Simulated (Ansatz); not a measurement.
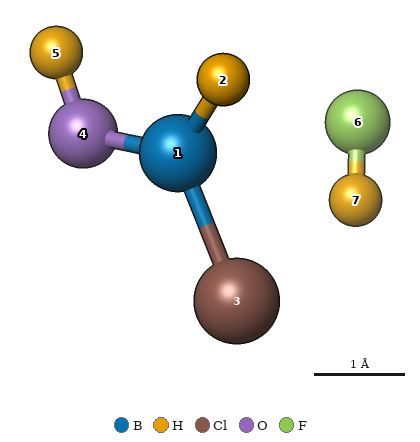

Fig. 1: The input geometry (ball-and-stick view, seen at a tilt; atoms are numbered from 1 in the order of the input). Bond lengths as drawn: B–Cl 1.78 Å, B–H 1.19 Å, B–O 1.33 Å, F–H 0.92 Å and H–O 0.95 Å.

# Nudged elastic band, with input and output: BH3ClOF

- system: BH3ClOF
- method: RKS BHLYP/def2-SVP (Ansatz 0.2.0)

It belongs to a series of runs on one base structure; here: band between the two ends. Figures and captions count atoms from 1; the log counts them from 0 in places.

## Input
```yaml
crystal:
  periodic: [false, false, false]
  atoms:
    - { symbol: B, position_ang: [-0.047075, -0.481131, 0.006652] }
    - { symbol: H, position_ang: [-0.151157, -1.055002, 1.045755] }
    - { symbol: Cl, position_ang: [1.572221, 0.052353, -0.50319] }
    - { symbol: O, position_ang: [-1.051874, -0.250731, -0.828903] }
    - { symbol: H, position_ang: [-1.903226, -0.532764, -0.500794] }
    - { symbol: F, position_ang: [0.005694, 1.942315, 1.343124] }
    - { symbol: H, position_ang: [0.774814, 1.821559, 0.856254] }
basis:
  gaussian: { orbitals: def2-SVP }
hamiltonian:
  xc: { name: BHLYP }
neb:
  order_check: false
  images: 5
  f_tol: 0.05
  max_iterations: 60
  final_atoms:
    - { symbol: B, position_ang: [-0.20584106, 0.46561141, -0.6333636] }
    - { symbol: H, position_ang: [0.66867007, 0.00621361, 3.0410033] }
    - { symbol: Cl, position_ang: [1.16722207, -0.16547623, -1.5458155] }
    - { symbol: O, position_ang: [-1.43454605, -0.02655496, -0.76124302] }
    - { symbol: H, position_ang: [-1.51686178, -0.74796179, -1.3799535] }
    - { symbol: F, position_ang: [-0.00064833, 1.45590143, 0.19848375] }
    - { symbol: H, position_ang: [0.52140207, 0.50886551, 2.49978657] }
  initial_path:
    images:
      - { positions_ang: [[-0.047075, -0.481131, 0.006652], [-0.151157, -1.055002, 1.045755], [1.572221, 0.052353, -0.50319], [-1.051874, -0.250731, -0.828903], [-1.903226, -0.532764, -0.500794], [0.005694, 1.942315, 1.343124], [0.774814, 1.821559, 0.856254]] }
      - { positions_ang: [[-0.02873123, -0.31589191, 0.0011114], [-0.11366831, -0.73226903, 1.20583027], [1.5968558, 0.06380006, -0.63143003], [-1.0983099, -0.14956924, -0.80284438], [-1.83532509, -0.62492896, -0.53853537], [0.11202387, 1.78754525, 1.09821517], [0.56655186, 1.46791282, 1.08655095]] }
      - { positions_ang: [[-0.01038745, -0.15065281, -0.0044292], [-0.07617963, -0.40953605, 1.36590553], [1.6214906, 0.07524712, -0.75967007], [-1.1447458, -0.04840748, -0.77678576], [-1.76742418, -0.71709393, -0.57627675], [0.21835374, 1.63277551, 0.85330634], [0.35828972, 1.11426664, 1.3168479]] }
      - { positions_ang: [[0.00795632, 0.01458628, -0.0099698], [-0.03869094, -0.08680308, 1.5259808], [1.64612539, 0.08669419, -0.8879101], [-1.1911817, 0.05275429, -0.75072713], [-1.69952327, -0.80925889, -0.61401812], [0.32468361, 1.47800576, 0.60839751], [0.15002757, 0.76062046, 1.54714485]] }
      - { positions_ang: [[-0.06330947, 0.16492799, -0.21776773], [0.19709607, -0.05579752, 2.0309883], [1.48649095, 0.00263738, -1.1072119], [-1.27230315, 0.02631787, -0.75423243], [-1.63863611, -0.78882652, -0.86932991], [0.21623963, 1.47063765, 0.47175959], [0.27381907, 0.67670214, 1.86469209]] }
      - { positions_ang: [[-0.13457526, 0.3152697, -0.42556566], [0.43288307, -0.02479195, 2.5359958], [1.32685651, -0.08141942, -1.3265137], [-1.3534246, -0.00011854, -0.75773772], [-1.57774894, -0.76839415, -1.12464171], [0.10779565, 1.46326954, 0.33512167], [0.39761057, 0.59278383, 2.18223933]] }
      - { positions_ang: [[-0.20584106, 0.46561141, -0.6333636], [0.66867007, 0.00621361, 3.0410033], [1.16722207, -0.16547623, -1.5458155], [-1.43454605, -0.02655496, -0.76124302], [-1.51686178, -0.74796179, -1.3799535], [-0.00064833, 1.45590143, 0.19848375], [0.52140207, 0.50886551, 2.49978657]] }
```

Hardware: 1 thread of Arm Neoverse V1, 24 GiB of memory available, shared host.

Launch command:
```bash
ansatz run input.yaml --threads 1 --pin off --max-ram 2048MiB --backend cpu --events-out ev --progress --plain --runs-dir out
```

## The program's output
```
Engine: ansatz 0.2.0, aarch64-unknown-linux-gnu
Functional definition: BHLYP
  parameter a = 0.5
  exchange = (1 - a)*b88_x + a*exact_x
  correlation = lyp_c
779 factors; integrals over basis functions are off by at most 3.0e-4 eV
mean field evaluation 1: about -18000.1539 eV, gradient 4.5e1 eV
mean field evaluation 2: about -17999.4761 eV, gradient 5.1e1 eV
mean field evaluation 4: about -18003.5715 eV, gradient 1.6e0 eV
mean field evaluation 8: about -18003.6494 eV, gradient 1.4e-1 eV
mean field evaluation 16: about -18003.6495 eV, gradient 6.1e-5 eV
mean field -18003.64945479 eV, -661.6219141517 hartree, gradient 6.1e-5 eV, S^2 0.000000; 0 other end points of the search recorded, 0 dependent functions left out
the calculation of the forces begins
reference -18003.64958581 eV, -661.6219189667 hartree; 21, 21 occupied and 54, 54 virtual orbitals, 779 factors
778 factors; integrals over basis functions are off by at most 6.5e-4 eV
mean field -18004.83687572 eV, -661.6655510659 hartree, gradient 7.8e-5 eV, S^2 0.000000; 0 other end points of the search recorded, 0 dependent functions left out
[... from here on the field's lines of each further geometry are left out, up to the last ...]
NEB iter   1: max|band force component| = 8.492e1 eV/Å  barrier→ = 12.2196 eV  barrier← = 13.4070 eV  Δτ_max = 0.2000 Å  (181 SCF iters)
NEB iter   2: max|band force component| = 1.641e1 eV/Å  barrier→ = 2.0183 eV  barrier← = 3.2057 eV  Δτ_max = 0.2000 Å  (159 SCF iters)
NEB iter   3: max|band force component| = 9.488e0 eV/Å  barrier→ = 1.2893 eV  barrier← = 2.4767 eV  Δτ_max = 0.1944 Å  (167 SCF iters)
NEB iter   4: max|band force component| = 2.579e0 eV/Å  barrier→ = 1.2593 eV  barrier← = 2.4467 eV  Δτ_max = 0.1536 Å  (157 SCF iters)
NEB iter   5: max|band force component| = 1.823e0 eV/Å  barrier→ = 1.1073 eV  barrier← = 2.2947 eV  Δτ_max = 0.2000 Å  (152 SCF iters)
NEB iter   6: max|band force component| = 4.137e0 eV/Å  barrier→ = 0.8072 eV  barrier← = 1.9946 eV  Δτ_max = 0.0948 Å  (150 SCF iters)
NEB iter   7: max|band force component| = 1.754e0 eV/Å  barrier→ = 0.7085 eV  barrier← = 1.8959 eV  Δτ_max = 0.1886 Å  (155 SCF iters)
NEB iter   8: max|band force component| = 1.081e0 eV/Å  barrier→ = 0.6451 eV  barrier← = 1.8325 eV  Δτ_max = 0.1908 Å  (153 SCF iters)
NEB iter   9: max|band force component| = 8.505e-1 eV/Å  barrier→ = 0.5632 eV  barrier← = 1.7506 eV  Δτ_max = 0.1924 Å  (154 SCF iters)
NEB iter  10: max|band force component| = 7.438e-1 eV/Å  barrier→ = 0.5320 eV  barrier← = 1.7194 eV  Δτ_max = 0.1933 Å  (155 SCF iters)
NEB iter  11: max|band force component| = 9.255e-1 eV/Å  barrier→ = 0.5002 eV  barrier← = 1.6876 eV  Δτ_max = 0.0973 Å  (153 SCF iters)
NEB iter  12: max|band force component| = 6.112e-1 eV/Å  barrier→ = 0.4155 eV  barrier← = 1.6029 eV  Δτ_max = 0.0970 Å  (156 SCF iters)
NEB iter  13: max|band force component| = 6.579e-1 eV/Å  barrier→ = 0.3587 eV  barrier← = 1.5462 eV  CI = image 2  Δτ_max = 0.0963 Å  (155 SCF iters)
NEB iter  14: max|band force component| = 6.935e-1 eV/Å  barrier→ = 0.3762 eV  barrier← = 1.5636 eV  CI = image 2  Δτ_max = 0.1935 Å  (147 SCF iters)
NEB iter  15: max|band force component| = 1.529e0 eV/Å  barrier→ = 0.5699 eV  barrier← = 1.7573 eV  CI = image 2  Δτ_max = 0.1907 Å  (146 SCF iters)
NEB iter  16: max|band force component| = 2.872e0 eV/Å  barrier→ = 0.9021 eV  barrier← = 2.0896 eV  CI = image 2  Δτ_max = 0.1977 Å  (145 SCF iters)
NEB iter  17: max|band force component| = 2.724e0 eV/Å  barrier→ = 1.3558 eV  barrier← = 2.5432 eV  CI = image 2  Δτ_max = 0.2000 Å  (147 SCF iters)
NEB iter  18: max|band force component| = 1.804e0 eV/Å  barrier→ = 1.3997 eV  barrier← = 2.5871 eV  CI = image 2  Δτ_max = 0.2000 Å  (148 SCF iters)
NEB iter  19: max|band force component| = 1.388e0 eV/Å  barrier→ = 1.3530 eV  barrier← = 2.5404 eV  CI = image 2  Δτ_max = 0.1157 Å  (145 SCF iters)
NEB iter  20: max|band force component| = 3.605e-1 eV/Å  barrier→ = 1.3556 eV  barrier← = 2.5431 eV  CI = image 2  Δτ_max = 0.2000 Å  (147 SCF iters)
NEB iter  21: max|band force component| = 4.626e-1 eV/Å  barrier→ = 1.3452 eV  barrier← = 2.5326 eV  CI = image 2  Δτ_max = 0.1010 Å  (147 SCF iters)
NEB iter  22: max|band force component| = 1.768e-1 eV/Å  barrier→ = 1.3418 eV  barrier← = 2.5292 eV  CI = image 2  Δτ_max = 0.0149 Å  (135 SCF iters)
NEB iter  23: max|band force component| = 1.300e-1 eV/Å  barrier→ = 1.3399 eV  barrier← = 2.5273 eV  CI = image 2  Δτ_max = 0.0236 Å  (130 SCF iters)
the calculation of the forces begins
reference -18004.83291786 eV, -661.6654056171 hartree; 21, 21 occupied and 54, 54 virtual orbitals, 780 factors
779 factors; integrals over basis functions are off by at most 1.9e-3 eV
mean field -18002.31041697 eV, -661.5727054196 hartree, gradient 1.4e-5 eV, S^2 0.000000; 1 other end points of the search recorded, 0 dependent functions left out
the calculation of the forces begins
reference -18002.31054598 eV, -661.5727101604 hartree; 21, 21 occupied and 54, 54 virtual orbitals, 779 factors
NEB iter  24: max|band force component| = 4.068e-2 eV/Å  barrier→ = 1.3390 eV  barrier← = 2.5265 eV  CI = image 2  Δτ_max = 0.0000 Å  (267 SCF iters)
```

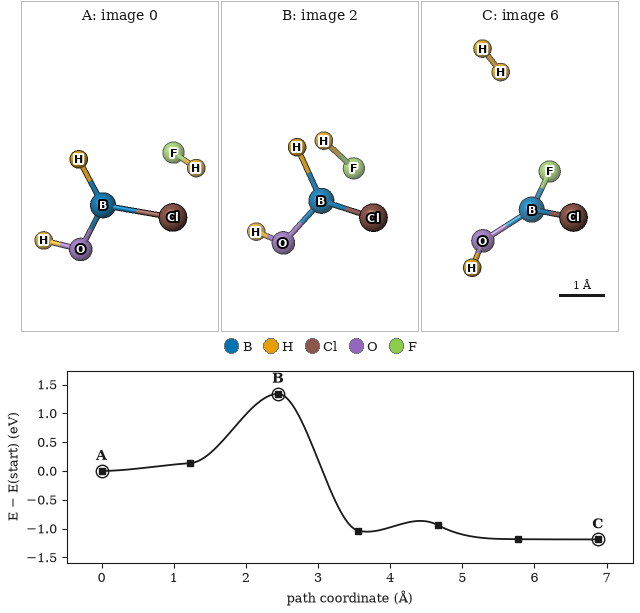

Fig. 2: Images of the last band (counted from 0; ball-and-stick, seen at a tilt) above the energy along the path; the line is a cubic interpolation that uses the forces. The highest image is number 2, 1.339 eV above the start and 2.526 eV above the end (the climbing image); the end lies 1.187 eV below the start. The path is 6.88 Å long. The band converged in 24 iterations.

```
Total energy: -18002.31054598 eV, -661.5727101604 hartree
Atom 0 at     0.116192     0.092391    -0.026878 Å, force    -0.040668    -0.000967     0.026117 eV/Å
Atom 1 at     0.165351    -0.339725     1.251489 Å, force     0.007615    -0.016192     0.013379 eV/Å
Atom 2 at     1.709309    -0.063544    -0.772435 Å, force     0.031655     0.004564    -0.020238 eV/Å
Atom 3 at    -0.972782    -0.284621    -0.718791 Å, force    -0.004762    -0.009486     0.008730 eV/Å
Atom 4 at    -1.808900    -0.175582    -0.274072 Å, force    -0.000989     0.006765    -0.019353 eV/Å
Atom 5 at    -0.068641     1.581397     0.628889 Å, force     0.006090    -0.004931     0.012179 eV/Å
Atom 6 at     0.058868     0.686283     1.330696 Å, force     0.001059     0.020247    -0.020813 eV/Å
Dipole moment:    -0.424541    -0.074721     0.509727 e Å
this run last wrote the band of iteration 24 to [file]
```

## The last band as extended XYZ (Å, eV, eV/Å)
```
7
Properties=species:S:1:pos:R:3:forces:R:3 image=0 energy=-18003.64945
B    -0.0471   -0.4811    0.0067   -0.0250   0.0058   0.0054
H    -0.1512   -1.0550    1.0458    0.0010  -0.0033  -0.0073
Cl    1.5722    0.0524   -0.5032    0.0078  -0.0008  -0.0042
O    -1.0519   -0.2507   -0.8289    0.0120  -0.0052   0.0056
H    -1.9032   -0.5328   -0.5008    0.0038   0.0005   0.0008
F     0.0057    1.9423    1.3431   -0.0114   0.0000   0.0087
H     0.7748    1.8216    0.8563    0.0118   0.0028  -0.0090
7
Properties=species:S:1:pos:R:3:forces:R:3 image=1 energy=-18003.51493
B     0.0691   -0.3805   -0.1286    0.0125  -0.0516  -0.0247
H     0.0699   -0.6009    1.0495   -0.0230  -0.0156  -0.0188
Cl    1.6264   -0.2345   -0.9328   -0.0163  -0.0133  -0.0130
O    -1.0419   -0.3133   -0.8549    0.0129   0.0002   0.0163
H    -1.8429   -0.3537   -0.3372   -0.0074  -0.0209  -0.0288
F    -0.1035    1.9679    1.0605   -0.0039   0.0292   0.0478
H     0.4223    1.4116    1.5624    0.0251   0.0719   0.0213
7
Properties=species:S:1:pos:R:3:forces:R:3 image=2 energy=-18002.31042
B     0.1162    0.0924   -0.0269   -0.0407  -0.0010   0.0261
H     0.1654   -0.3397    1.2515    0.0076  -0.0162   0.0134
Cl    1.7093   -0.0635   -0.7724    0.0317   0.0046  -0.0202
O    -0.9728   -0.2846   -0.7188   -0.0048  -0.0095   0.0087
H    -1.8089   -0.1756   -0.2741   -0.0010   0.0068  -0.0194
F    -0.0686    1.5814    0.6289    0.0061  -0.0049   0.0122
H     0.0589    0.6863    1.3307    0.0011   0.0202  -0.0208
7
Properties=species:S:1:pos:R:3:forces:R:3 image=3 energy=-18004.68431
B     0.0754    0.4608   -0.4027   -0.0311   0.1724  -0.1913
H     0.1631   -0.4686    1.7273    0.0049  -0.0508   0.2425
Cl    1.7188    0.0369   -0.8395   -0.0011   0.0186  -0.0459
O    -0.9272   -0.3568   -0.7175   -0.0025  -0.0251   0.0232
H    -1.7827   -0.0675   -0.4035    0.0157   0.0402  -0.0492
F    -0.1462    1.6254    0.1869   -0.0172   0.0389  -0.2381
H     0.0982    0.2664    1.8679    0.0313  -0.1942   0.2589
7
Properties=species:S:1:pos:R:3:forces:R:3 image=4 energy=-18004.58964
B    -0.0029    0.6243   -0.4218   -0.0846   0.1725  -0.0342
H     0.2172   -0.4329    1.7216    0.0392  -0.0140   0.1909
Cl    1.5175   -0.1650   -0.8524   -0.2090  -0.1624  -0.0589
O    -1.2253    0.1136   -0.4972   -0.2465   0.4170   0.0903
H    -1.4531   -0.7970   -0.4161    0.3071  -0.5644  -0.2772
F     0.0677    1.8772   -0.0376    0.2022   0.1823  -0.0993
H     0.0783    0.2764    1.9224   -0.0083  -0.0310   0.1884
7
Properties=species:S:1:pos:R:3:forces:R:3 image=5 energy=-18004.83278
B    -0.1365    0.5824   -0.5383    0.0004   0.0013  -0.0005
H     0.4555   -0.2794    2.3786    0.0024   0.0013   0.0070
Cl    1.2896   -0.2468   -1.1681   -0.0027  -0.0014  -0.0026
O    -1.3502    0.0395   -0.5732   -0.0033  -0.0016  -0.0026
H    -1.3895   -0.8336   -0.9549    0.0008   0.0000  -0.0068
F     0.0117    1.7777   -0.0261    0.0005  -0.0009   0.0010
H     0.3188    0.4568    2.3010    0.0019   0.0012   0.0044
7
Properties=species:S:1:pos:R:3:forces:R:3 image=6 energy=-18004.83688
B    -0.2058    0.4656   -0.6334    0.0029  -0.0055  -0.0051
H     0.6687    0.0062    3.0410   -0.0001   0.0017   0.0004
Cl    1.1672   -0.1655   -1.5458   -0.0024   0.0033   0.0030
O    -1.4345   -0.0266   -0.7612   -0.0026  -0.0036  -0.0018
H    -1.5169   -0.7480   -1.3800   -0.0004   0.0032   0.0015
F    -0.0006    1.4559    0.1985    0.0024   0.0023   0.0018
H     0.5214    0.5089    2.4998    0.0002  -0.0014   0.0002
```

## Summary

```tsv
quantity	value
outcome	converged
barrier, forward	1.339 eV
barrier, backward	2.526 eV
wall time	5 min
peak memory	0.16 GiB
```

## Remarks

The order of the saddle point was not checked.
